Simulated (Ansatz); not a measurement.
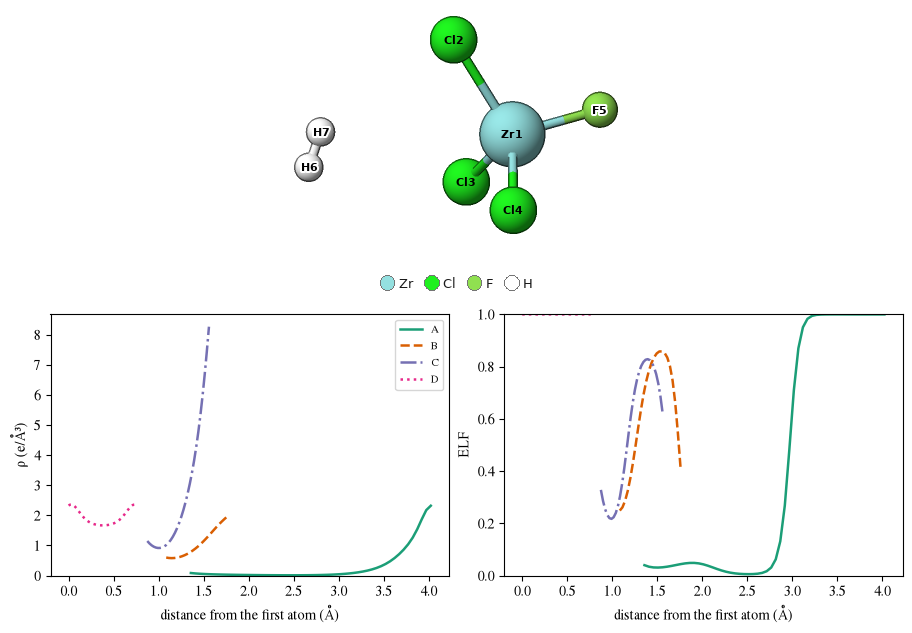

Figure 1: Cl$_{3}$FZr···H$_{2}$. Electron density and electron localisation function along straight lines between neighbouring atoms. The curves leave out the atomic cores. The structure is drawn too.

Core potentials replace the inner electrons of Zr.

Computed with RKS B3LYP/def2-SVP in Ansatz 0.2.0.

Input

```
crystal:
  periodic: [false, false, false]
  atoms:
    - { symbol: Zr, position_ang: [-0.06862, -0.12257, -0.002392] }
    - { symbol: Cl, position_ang: [-0.129411, -0.243932, 2.468203] }
    - { symbol: Cl, position_ang: [2.095383, -0.250614, -0.888182] }
    - { symbol: Cl, position_ang: [-1.218981, 1.732309, -0.853103] }
    - { symbol: F, position_ang: [-0.980013, -1.649014, -0.638133] }
    - { symbol: H, position_ang: [1.454362, 2.249198, 1.159443] }
    - { symbol: H, position_ang: [1.167679, 1.837123, 1.674764] }
basis:
  gaussian: { orbitals: def2-SVP }
hamiltonian:
  xc: b3lyp
relax:
  f_tol: 0.03
  max_steps: 50
output:
  orbitals: {}
```

Launched as:

```sh
ansatz run input.yaml --threads 2 --pin off --max-ram 3072MiB --backend cpu --events-out ev --progress --plain --runs-dir out
```

The fields are those of the run's last geometry, not of the input's.

Q: Which curve belongs to which contact (H–H, Zr–Cl, Zr–F and Zr–H)? The first atom named is at distance zero.

A: Curve A: Zr1···H7 (4.02 Å): the density falls to about 0.01 e/Å³ on the way; the ELF dips to about 0 between them: a non-bonded, intermolecular contact. Curve B: Zr–Cl (2.34 Å): the density is about 0.58 e/Å³ at the midpoint; the ELF peaks at about 0.85 in the valence shell of Cl, 0.8 Å from its nucleus, and is about 0.30 at the midpoint. Curve C: Zr–F (1.89 Å): ρ is about 0.96 e/Å³ halfway; the ELF peaks at about 0.85 in the valence shell of F, 0.5 Å from its nucleus, and drops to about 0.20 between the two atoms. Curve D: H–H (0.76 Å): the density is about 1.7 e/Å³ at the midpoint; the ELF peaks at about 1 between the atoms.
